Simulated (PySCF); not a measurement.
# SnTe (SMILES [Sn][Te]) at 6 levels

We compute a comparison of 6 runs (B2PLYP/STO-6G, UPBE0/STO-6G, MP2/STO-6G, UMP2/STO-6G, CCSD(T)/STO-6G, UCCSD(T)/STO-6G) of SnTe. The job is set up through a Python script.

Program for the calculation: PySCF 2.14.0.

8 further runs of the same task are left out: 3 that didn't finish, 5 set aside as unsound or not needed.

### Step 1. The structure to begin with

The species is SnTe (2 atoms), meant as a singlet with charge 0. As SMILES, `[Sn][Te]`. The Sn1–Te2 distance was set to 3.022 Å, away from the relaxed value.

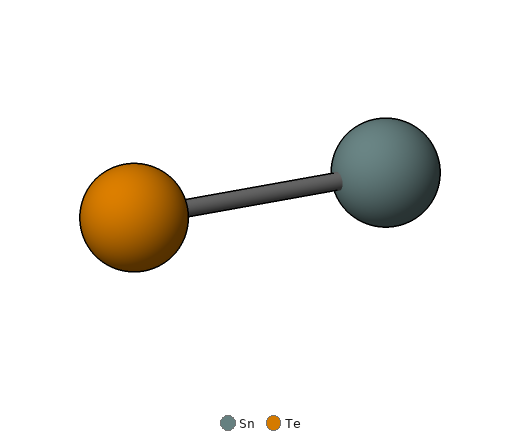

The structure, seen from a chosen angle (tin teal, tellurium orange).

### Step 2. A single-point energy at B2PLYP/STO-6G (run 1)

Input file calc.py:

```python
from pyscf import gto, dft, mp

mol = gto.M(
    atom='''
Sn     0.000000     0.000000    -0.933846
Te     0.000000     0.000000     4.775962
''',
    basis='sto-6g',
    unit='bohr',
    spin=0,
    max_memory=1860,
    verbose=3,
    charge=0,
)

ks = dft.RKS(mol)
ks.xc = '0.53*HF + 0.47*B88, 0.73*LYP'
ks.conv_tol = 1e-10
ks.grids.level = 5
ks.kernel()
if not ks.converged:
    ks = ks.newton().run(ks.mo_coeff, ks.mo_occ)

pt = mp.MP2(ks, frozen=36).run()
energy = ks.e_tot + 0.27 * pt.e_corr
print('PT2 part  %.8f' % (0.27 * pt.e_corr))
print(f'total energy: {energy:.8f} hartree')
```

Command:

```bash
OMP_NUM_THREADS=1 python calc.py
```

Output:

```text
converged SCF energy = -12578.332146078
E(RMP2) = -12578.4787517491  E_corr = -0.146605671139958
E(SCS-RMP2) = -12578.4759731703  E_corr = -0.143827092311931
PT2 part  -0.03958353
total energy: -12578.37172961 hartree
```

Wall time 11 s (1 thread of Arm Neoverse V1, shared host); peak memory 0.31 GiB.

### Step 3. A single-point energy at UPBE0/STO-6G (run 2)

Input file geometry.xyz:

```xyz
2
SnTe
Sn     0.000000     0.000000    -0.494170
Te     0.000000     0.000000     2.527330
```

Input file calc.py:

```python
from pyscf import gto, dft

mol = gto.M(
    atom='geometry.xyz',
    verbose=4,
    basis='sto-6g',
    max_memory=1860,
)

mf = dft.UKS(mol)
mf.xc = 'pbe0'
mf.grids.level = 5
mf.conv_tol = 1e-10
mf.kernel()
if not mf.converged:
    mf = mf.newton().run(mf.mo_coeff, mf.mo_occ)
for _ in range(3):
    mo, _, stable, _ = mf.stability(return_status=True)
    if stable:
        break
    mf.kernel(mf.make_rdm1(mo, mf.mo_occ))

energy = mf.e_tot
print('E(%s) = %.9f' % ('PBE0', energy))
```

Command:

```bash
OMP_NUM_THREADS=1 python calc.py
```

Output:

```text
PySCF version 2.14.0

[INPUT] num. atoms = 2
[INPUT] num. electrons = 102
[INPUT] charge = 0
[INPUT] spin (= nelec alpha-beta = 2S) = 0
[INPUT] symmetry False subgroup None
[INPUT] Mole.unit = angstrom
[INPUT] Symbol           X                Y                Z      unit          X                Y                Z       unit  Magmom
[INPUT]  1 Sn     0.000000000000   0.000000000000  -0.494170000000 AA    0.000000000000   0.000000000000  -0.933845958976 Bohr   0.0
[INPUT]  2 Te     0.000000000000   0.000000000000   2.527330000000 AA    0.000000000000   0.000000000000   4.775961526397 Bohr   0.0

nuclear repulsion = 455.35685864372
number of shells = 22
number of NR pGTOs = 324
number of NR cGTOs = 54
basis = sto-6g
ecp = {}

[... 146 lines left out ...]
converged SCF energy = -12578.8397545322  <S^2> = 6.600942e-12  2S+1 = 1
[... 136 lines left out ...]
converged SCF energy = -12578.8409133739  <S^2> = 0.3059244  2S+1 = 1.4912068
[... 2 lines left out ...]
E(PBE0) = -12578.840913374
```

It took 65 s on 1 thread of Arm Neoverse V1, shared host; peak memory 0.38 GiB.

Runs 3 to 4 aren't shown in full; the table further down has their settings and results.

### Step 4. A single-point energy at CCSD(T)/STO-6G (run 5)

Input file input.py:

```python
from pyscf import gto, cc

mol = gto.M(
    atom=[
    ('Sn', (0.000000, 0.000000, -0.494170)),
    ('Te', (-0.000000, -0.000000, 2.527330)),
],
    verbose=3,
    max_memory=1860,
    basis='sto-6g',
)

mf = mol.RHF()
mf.conv_tol = 1e-10
mf.kernel()
if not mf.converged:
    mf = mf.newton().run(mf.mo_coeff, mf.mo_occ)

mycc = cc.CCSD(mf, frozen=36)
mycc.kernel()
e_t = mycc.ccsd_t()
energy = mycc.e_tot + e_t
print('E = %.10f Eh' % energy)
```

Command:

```bash
OMP_NUM_THREADS=1 python input.py
```

Output:

```text
converged SCF energy = -12574.9944200747
E(CCSD) = -12575.07610894474  E_corr = -0.08168887002011396
CCSD(T) correction = -0.0204923022452899
E = -12575.0966012470 Eh
```

Run time: 6.3 s. Hardware: 1 thread of Arm Neoverse V1, shared host; peak memory 0.13 GiB.

### Step 5. A single-point energy at UCCSD(T)/STO-6G (run 6)

Input file calc.py:

```python
from pyscf import gto, cc

mol = gto.Mole()
mol.atom = [
    ('Sn', (0.000000, 0.000000, -0.494170)),
    ('Te', (-0.000000, -0.000000, 2.527330)),
]
mol.basis = 'sto-6g'
mol.charge = 0
mol.verbose = 3
mol.spin = 0
mol.max_memory = 1860
mol.build()

mf = mol.UHF()
mf.conv_tol = 1e-10
mf.kernel()
if not mf.converged:
    mf = mf.newton().run(mf.mo_coeff, mf.mo_occ)
for _ in range(3):
    mo, _, stable, _ = mf.stability(return_status=True)
    if stable:
        break
    mf.kernel(mf.make_rdm1(mo, mf.mo_occ))

mycc = cc.CCSD(mf, frozen=36)
mycc.kernel()
e_t = mycc.ccsd_t()
e_tot = mycc.e_tot + e_t
print('E = %.10f Eh' % e_tot)
```

Command:

```bash
OMP_NUM_THREADS=1 python calc.py
```

Output:

```text
converged SCF energy = -12574.9944200747  <S^2> = 3.9790393e-13  2S+1 = 1
<class 'pyscf.scf.uhf.UHF'> wavefunction has an internal instability
converged SCF energy = -12575.0057517573  <S^2> = 1.0863598  2S+1 = 2.3120206
<class 'pyscf.scf.uhf.UHF'> wavefunction has an internal instability
converged SCF energy = -12575.0329528099  <S^2> = 0.95352386  2S+1 = 2.1941047
<class 'pyscf.scf.uhf.UHF'> wavefunction is stable in the internal stability analysis
E(UCCSD) = -12575.08898140184  E_corr = -0.05602859194314222
UCCSD(T) correction = -0.0041725500263538
E = -12575.0931539519 Eh
```

It took 9 s on 1 thread of Arm Neoverse V1, shared host; peak memory 0.14 GiB.

### Step 6. Overview of the runs

```tsv
run	level	frozen core orbitals	follow instability	energy (Eh)	dipole moment (D) of the reference	HOMO energy (eV)	LUMO energy (eV)	wall time
1	B2PLYP/STO-6G	36	–	-12578.371730	5.47	-3.41	0.83	11 s
2	UPBE0/STO-6G	–	yes	-12578.840913	4.36	-2.99	-0.44	65 s
3	MP2/STO-6G	36	–	-12575.065531	6.83	-4.16	2.72	6 s
4	UMP2/STO-6G	36	yes	-12575.055378	3.72	-4.96	3.40	7.8 s
5	CCSD(T)/STO-6G	36	–	-12575.096601	6.83	-4.16	2.72	6.3 s
6	UCCSD(T)/STO-6G	36	yes	-12575.093154	3.72	-4.96	3.40	9 s
```

### Step 7. Outcome

```
                                           quantity            value
                                run 6: total energy  -12575.09315 Eh
        run 6: dipole moment (Hartree–Fock density)           3.72 D
         run 6: HOMO energy (Hartree–Fock orbitals)         -4.96 eV
         run 6: LUMO energy (Hartree–Fock orbitals)          3.40 eV
       run 6: HOMO–LUMO gap (Hartree–Fock orbitals)          8.36 eV
run 6: correlation energy (36 core orbitals frozen)        -60.2 mEh
                              run 6: (T) correction        -4.17 mEh
           run 6: ⟨S²⟩ of the reference determinant            0.954
                               run 6: T1 diagnostic            0.094
```

What this shows: Totals of different functionals can't be ranked against each other. In run 5 the T1 diagnostic is large, so a single reference may not serve. In runs 1, 2, 3, 4, 5, 6 the basis is minimal, so the values are rough. In runs 1, 2, 3, 4, 5, 6 relativity is left out where basis or elements ask for it. Spin contamination of the reference: run 4 ⟨S²⟩ = 0.95, run 6 ⟨S²⟩ = 0.95, run 2 ⟨S²⟩ = 0.31. Where it is this large, the reference is a mixture of spin states, and values that rest on it are in doubt. All runs together took 1.7 min, the longest 65 s.
